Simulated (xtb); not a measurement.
**Calculation of the molecule and its ions of CH₅FOSn**

System: CH₅FOSn.
Method: GFN1-xTB (xtb 6.7.1 later snapshot).

The geometry was optimised with GFN2-xTB.

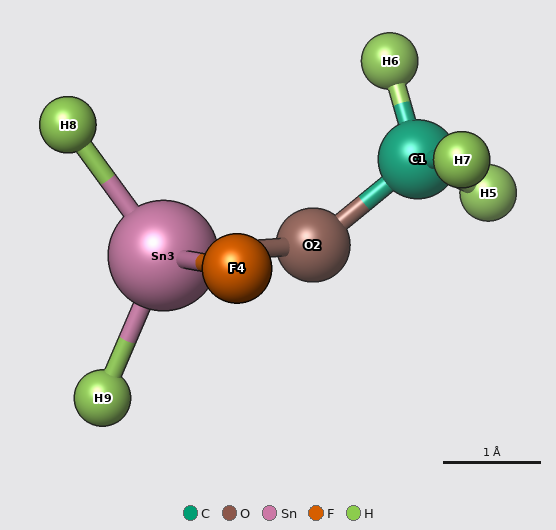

**Figure 1.** The input geometry (ball-and-stick view, seen at a tilt; atoms are numbered from 1 in the order of the input). Sticks mark near contacts. Bond lengths as drawn: C–H 1.09 Å, C–O 1.41 Å, F–Sn 1.94 Å, H–Sn 1.66 to 1.69 Å and O–Sn 1.95 Å.

## The input (input.xyz)
```
9

C      0.54512800     1.42074100     0.07542800
O      0.70644000     0.13233100    -0.46880100
Sn    -0.47035600    -1.40700200    -0.27971300
F     -0.70541600    -1.57863000     1.64320700
H      1.47704700     1.95052500    -0.12434300
H     -0.27692500     1.96138800    -0.39825600
H      0.37787500     1.39139000     1.15368900
H     -2.07236300    -1.27307700    -0.80473800
H      0.50687100    -2.64376600    -0.81337300
```

Machine: 1 thread of Arm Neoverse V1, 24 GiB of memory available, shared host.

Launched with:
```bash
xtb input.xyz --vipea --gfn 2 --acc 0.001 -u 0 | tee input.out
```

## What the program printed
```
* xtb version 6.7.1
   ID    Z sym.   atoms
    1    6 C      1
    2    8 O      2
    3   50 Sn     3
    4    9 F      4
    5    1 H      5-9

           -------------------------------------------------
          |                Calculation Setup                |
           -------------------------------------------------

          program call               : xtb input.xyz --vipea --gfn 2 --acc 0.001 -u 0
          coordinate file            : input.xyz
          omp threads                :                     1

           -------------------------------------------------
          |                 G F N 1 - x T B                 |
           -------------------------------------------------

      * Hamiltonian:
        H0-scaling (s, p, d)           1.850000    2.250000    2.000000
        zeta-weighting                 0.000000
      * Dispersion:
        s8                             2.400000
        a1                             0.630000
        a2                             5.000000
        s9                             0.000000
      * Repulsion:
        kExp                           1.500000
        rExp                           1.000000
      * Coulomb:
        alpha                          2.000000
        third order                    atomic
        anisotropic                    false
      * Halogen bond correction:
        rad-scale                      1.300000
        damping                        0.440000

          ...................................................
          :                      SETUP                      :
          :.................................................:
          :  # basis functions                  32          :
          :  # atomic orbitals                  31          :
          :  # shells                           19          :
          :  # electrons                        26          :
          :  # halogen bonds                     0          :
          :  max. iterations                   250          :
          :  Hamiltonian                  GFN1-xTB          :
          :  restarted?                      false          :
          :  GBSA solvation                  false          :
          :  PC potential                    false          :
          :  electronic temp.          300.0000000     K    :
          :  accuracy                    0.0010000          :
          :  -> integral cutoff          0.5500000E+02      :
          :  -> integral neglect         0.1000000E-10      :
          :  -> SCF convergence          0.1000000E-08 Eh   :
          :  -> wf. convergence          0.2000000E-07 e    :
          :  Broyden damping             0.4000000          :
          :  net charge                          0          :
          :  unpaired electrons                  0          :
          ...................................................

 iter      E             dE          RMSdq      gap      omega  full diag
   1    -17.1864167 -0.171864E+02  0.554E+00    5.71       0.0  T
   2    -17.2054863 -0.190695E-01  0.332E+00    5.79       1.0  T
   3    -17.2059187 -0.432402E-03  0.713E-01    5.83       1.0  T
   4    -17.2066467 -0.728041E-03  0.875E-02    5.70       1.0  T
   5    -17.2067224 -0.756407E-04  0.225E-02    5.75       1.5  T
   6    -17.2067242 -0.177896E-05  0.882E-03    5.76       3.8  T
   7    -17.2067245 -0.371637E-06  0.848E-04    5.76      39.3  T
   8    -17.2067245 -0.171715E-08  0.337E-04    5.76      98.9  T
   9    -17.2067245 -0.658684E-09  0.580E-05    5.76     574.6  T
  10    -17.2067245 -0.631317E-11  0.492E-05    5.76     678.0  T
  11    -17.2067245 -0.981970E-11  0.667E-06    5.76    5000.6  T
  12    -17.2067245 -0.216716E-12  0.136E-06    5.76   24513.9  T
  13    -17.2067245  0.106581E-13  0.368E-09    5.76  100000.0  T
  14    -17.2067245 -0.710543E-14  0.247E-09    5.76  100000.0  T

   *** convergence criteria satisfied after 14 iterations ***

         #    Occupation            Energy/Eh            Energy/eV
      -------------------------------------------------------------
         1        2.0000           -0.9488607             -25.8198
       ...           ...                  ...                  ...
         7        2.0000           -0.5586402             -15.2014
         8        2.0000           -0.5093859             -13.8611
         9        2.0000           -0.4966263             -13.5139
        10        2.0000           -0.4896917             -13.3252
        11        2.0000           -0.4817667             -13.1095
        12        2.0000           -0.4604138             -12.5285
        13        2.0000           -0.4579275             -12.4608 (HOMO)
        14                         -0.2463278              -6.7029 (LUMO)
        15                         -0.1847076              -5.0262
        16                         -0.1723717              -4.6905
        17                         -0.1291159              -3.5134
        18                         -0.1116705              -3.0387
       ...                                ...                  ...
        31                          1.1888287              32.3497
      -------------------------------------------------------------
                  HL-Gap            0.2115998 Eh            5.7579 eV
             Fermi-level           -0.3521277 Eh           -9.5819 eV

 SCC (total)                   0 d,  0 h,  0 min,  0.007 sec
 SCC setup                      ...        0 min,  0.000 sec (  1.069%)
 Dispersion                     ...        0 min,  0.000 sec (  0.450%)
 classical contributions        ...        0 min,  0.000 sec (  0.107%)
 integral evaluation            ...        0 min,  0.001 sec ( 20.972%)
 iterations                     ...        0 min,  0.003 sec ( 39.786%)
 molecular gradient             ...        0 min,  0.002 sec ( 35.979%)
 printout                       ...        0 min,  0.000 sec (  1.456%)

         :::::::::::::::::::::::::::::::::::::::::::::::::::::
         ::                     SUMMARY                     ::
         :::::::::::::::::::::::::::::::::::::::::::::::::::::
         :: total energy             -17.138270380829 Eh    ::
         :: gradient norm              0.025522635270 Eh/a0 ::
         :: HOMO-LUMO gap              5.757922749324 eV    ::
         ::.................................................::
         :: SCC energy               -17.206724530964 Eh    ::
         :: -> electrostatic           0.070105582021 Eh    ::
         :: repulsion energy           0.070657377833 Eh    ::
         :: dispersion energy         -0.002203227698 Eh    ::
         :: halogen bond corr.         0.000000000000 Eh    ::
         :: add. restraining           0.000000000000 Eh    ::
         :: total charge              -0.000000000000 e     ::
         :::::::::::::::::::::::::::::::::::::::::::::::::::::

           -------------------------------------------------
          |        vertical delta SCC IP calculation        |
           -------------------------------------------------

 iter      E             dE          RMSdq      gap      omega  full diag
   1    -16.5817474 -0.165817E+02  0.172E+00    5.76       0.0  T
   2    -16.4635371  0.118210E+00  0.283E+00    6.11       1.0  T
   3    -16.6209393 -0.157402E+00  0.113E+00    6.31       1.0  T
   4    -16.6300907 -0.915137E-02  0.546E-01    6.25       1.0  T
   5    -16.5846539  0.454368E-01  0.133E+00    6.30       1.0  T
   6    -16.6225416 -0.378877E-01  0.564E-01    6.15       1.0  T
   7    -16.6304743 -0.793273E-02  0.118E-01    6.26       1.0  T
   8    -16.6304704  0.391894E-05  0.778E-02    6.26       1.0  T
   9    -16.6306388 -0.168434E-03  0.187E-02    6.26       1.8  T
  10    -16.6306423 -0.345669E-05  0.642E-03    6.26       5.2  T
  11    -16.6306424 -0.958682E-07  0.438E-03    6.26       7.6  T
  12    -16.6306422  0.181745E-06  0.402E-03    6.26       8.3  T
  13    -16.6306425 -0.301611E-06  0.242E-03    6.26      13.8  T
  14    -16.6306426 -0.154930E-06  0.679E-04    6.26      49.1  T
  15    -16.6306427 -0.119201E-07  0.146E-04    6.26     228.6  T
  16    -16.6306427 -0.513023E-09  0.533E-05    6.26     625.8  T
  17    -16.6306427 -0.767209E-10  0.970E-06    6.26    3437.4  T
  18    -16.6306427 -0.254019E-11  0.188E-06    6.26   17773.1  T
  19    -16.6306427 -0.994760E-13  0.554E-07    6.26   60219.1  T
  20    -16.6306427 -0.213163E-13  0.764E-08    6.26  100000.0  T
  21    -16.6306427 -0.390799E-13  0.640E-09    6.26  100000.0  T
     SCC iter.                  ...        0 min,  0.003 sec
     gradient                   ...        0 min,  0.002 sec
------------------------------------------------------------------------
empirical IP shift (eV):    4.8455
delta SCC IP (eV):   10.8305
------------------------------------------------------------------------
           -------------------------------------------------
          |        vertical delta SCC EA calculation        |
           -------------------------------------------------

 iter      E             dE          RMSdq      gap      omega  full diag
   1    -17.3098468 -0.173098E+02  0.228E+00    1.66       0.0  T
   2    -17.3301204 -0.202736E-01  0.138E+00    1.62       1.0  T
   3    -17.3324484 -0.232804E-02  0.599E-01    1.08       1.0  T
   4    -17.3324603 -0.119245E-04  0.169E-01    0.92       1.0  T
   5    -17.3325250 -0.646936E-04  0.443E-02    1.05       1.0  T
   6    -17.3325280 -0.290975E-05  0.165E-02    1.04       2.0  T
   7    -17.3325282 -0.219155E-06  0.502E-03    1.04       6.6  T
   8    -17.3325282 -0.775008E-07  0.177E-04    1.04     188.4  T
   9    -17.3325282 -0.297426E-09  0.382E-05    1.04     871.7  T
  10    -17.3325282 -0.198881E-10  0.229E-06    1.04   14571.6  T
  11    -17.3325282 -0.213163E-13  0.910E-07    1.04   36634.2  T
  12    -17.3325282  0.355271E-14  0.108E-07    1.04  100000.0  T
  13    -17.3325282 -0.106581E-13  0.224E-08    1.04  100000.0  T
     SCC iter.                  ...        0 min,  0.002 sec
     gradient                   ...        0 min,  0.002 sec
------------------------------------------------------------------------
empirical EA shift (eV):    4.8455
delta SCC EA (eV):   -1.4222
------------------------------------------------------------------------
           -------------------------------------------------
          |                Property Printout                |
           -------------------------------------------------

    * Orbital Energies and Occupations

         #    Occupation            Energy/Eh            Energy/eV
      -------------------------------------------------------------
         1        2.0000           -0.6939193             -18.8825
         2        2.0000           -0.5375707             -14.6280
         3        2.0000           -0.5201753             -14.1547
         4        2.0000           -0.4475507             -12.1785
         5        2.0000           -0.3710918             -10.0979
         6        2.0000           -0.3689517             -10.0397
         7        2.0000           -0.3499605              -9.5229
         8        2.0000           -0.2748809              -7.4799
         9        2.0000           -0.2669938              -7.2653
        10        2.0000           -0.2590279              -7.0485
        11        2.0000           -0.2506719              -6.8211
        12        2.0000           -0.2453588              -6.6766
        13        2.0000           -0.2399732              -6.5300
        14        1.0000           -0.0064842              -0.1764 (HOMO)
        15                          0.0316812               0.8621 (LUMO)
        16                          0.0522183               1.4209
        17                          0.0781065               2.1254
        18                          0.1001996               2.7266
        19                          0.1067404               2.9046
        20                          0.1325991               3.6082
        21                          0.1666061               4.5336
        22                          0.1686782               4.5900
        23                          0.2200689               5.9884
        24                          0.2619277               7.1274
        25                          0.3512658               9.5584
       ...                                ...                  ...
        31                          1.4304934              38.9257
      -------------------------------------------------------------
                  HL-Gap            0.0381654 Eh            1.0385 eV
             Fermi-level           -0.0553151 Eh           -1.5052 eV

  Mulliken/CM5 charges         n(s)   n(p)   n(d)
     1      0.18247  0.06138   0.955  2.862  0.000
     2     -0.57024 -0.68042   1.712  4.858  0.000
     3      0.27176  0.24919   1.900  1.469  0.359
     4     -0.48319 -0.51149   1.856  5.627  0.000
     5     -0.03826  0.02229   1.038  0.000  0.000
     6     -0.03655  0.02228   1.037  0.000  0.000
     7     -0.01919  0.04012   1.019  0.000  0.000
     8     -0.17098 -0.12131   1.171  0.000  0.000
     9     -0.13582 -0.08204   1.136  0.000  0.000

Wiberg/Mayer (AO) data.
largest (>0.10) Wiberg bond orders for each atom

 ---------------------------------------------------------------------------
     #   Z sym  total        # sym  WBO       # sym  WBO       # sym  WBO
 ---------------------------------------------------------------------------
     1   6      3.964 --     2      1.006     5      0.987     6      0.985
                             7      0.985
     2   8      1.994 --     1      1.006     3      0.762
     3  50      2.931 --     2      0.762     4      0.744     9      0.732
                             8      0.693
     4   9      0.900 --     3      0.744
     5   1      1.037 --     1      0.987
     6   1      1.032 --     1      0.985
     7   1      1.035 --     1      0.985
     8   1      0.959 --     3      0.693     9      0.127
     9   1      0.987 --     3      0.732     8      0.127
 ---------------------------------------------------------------------------

Topologies differ in total number of bonds
Writing topology from bond orders to xtbtopo.mol

 dipole moment from electron density (au)
     X       Y       Z
   0.2595   2.0207  -0.8866  total (Debye):    5.647

           -------------------------------------------------
          | TOTAL ENERGY              -17.264074097994 Eh   |
          | GRADIENT NORM               0.174641456625 Eh/α |
          | HOMO-LUMO GAP               1.038534247681 eV   |
           -------------------------------------------------

------------------------------------------------------------------------
------------------------------------------------------------------------
 total:
 *  cpu-time:     0 d,  0 h,  0 min,  0.025 sec
 * ratio c/w:     1.000 speedup
 SCF:
 *  cpu-time:     0 d,  0 h,  0 min,  0.020 sec
 * ratio c/w:     1.000 speedup
```

## Standard error
```
normal termination of xtb
```

## Key numbers

```csv
quantity,value
outcome,converged
electrons treated,26
total energy,−17.138270 hartree
dispersion energy,−0.002203 hartree
basis functions,32
peak memory,0.072 GiB
```
